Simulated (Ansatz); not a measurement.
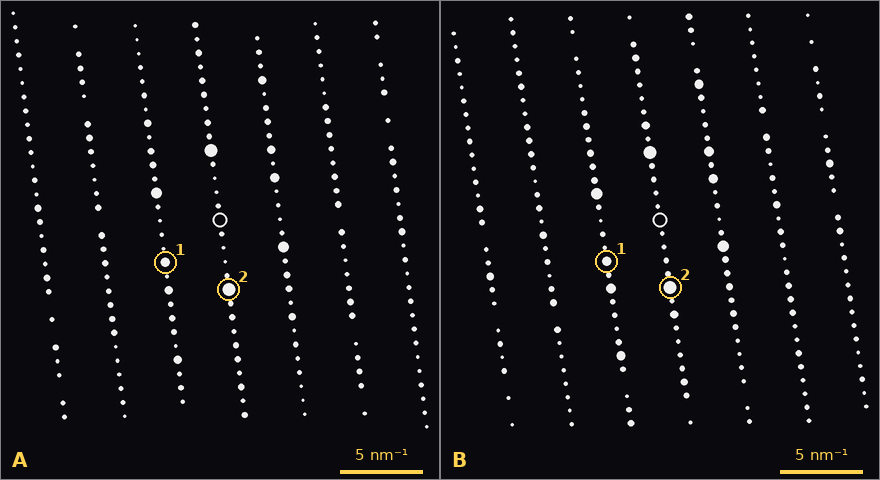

Kinematic electron diffraction patterns (300 kV, B = 0.5 Å², same scale) along [1-10] of the run's own cell, for the start and the end of one relaxation of Sb2AsSe2 with Ansatz, DFT, PAW plane waves, pbe. k mesh 6×6×6. The start is a generated model structure, and the relaxation ends in the nearest stationary point of its symmetry, not necessarily the ground state. Spot 1 is -1 -1 -3 and spot 2 is 0 0 -5 in both.

Start structure:

```
CELL_PARAMETERS angstrom
0.00000 4.07062 0.00000
5.52654 -2.03531 0.00000
-0.04849 2.03531 -11.61513
ATOMIC_POSITIONS crystal
Sb 0.95480 0.73410 0.82450
Sb 0.04520 0.26590 0.17550
Sb 0.81190 0.22590 0.60210
Sb 0.18810 0.77410 0.39790
As 0.39420 0.77280 0.98440
As 0.60580 0.22720 0.01560
Se 0.21140 0.18520 0.76240
Se 0.78860 0.81480 0.23760
Se 0.59370 0.77900 0.59160
Se 0.40630 0.22100 0.40840
```

**Which pattern belongs to the start structure, and which to the relaxed one?**

A is the start: its cell gives d(1) = 2.352 Å, d(2) = 2.323 Å and an angle of 59.4°. B is the relaxed structure, with d(1) = 2.418 Å (+2.8 %), d(2) = 2.388 Å (+2.8 %) and 60.7°.

**Name reflections whose intensity changes strongly on relaxation.**

2 2 7, 1 1 12 fade out of sight; 0 0 7 goes from 4.3 to 16 % of the strongest spot; 2 2 6 goes from 4.2 to 9.1 % of the strongest spot; 1 1 5 goes from 19 to 36 % of the strongest spot.

**Summarise the relaxation behind the change.**

The volume changed by +5.7 % to 27.61 Å³ an atom; with the mean shift removed, the atoms moved by up to 0.18 Å relative to the cell (Se most); the space group stayed C2/m (No. 12); the free energy fell by 45 meV an atom. Relaxed cell: a = 4.086 Å, b = 6.017 Å, c = 12.120 Å, α = 91.86°, β = 80.30°, γ = 109.85°.
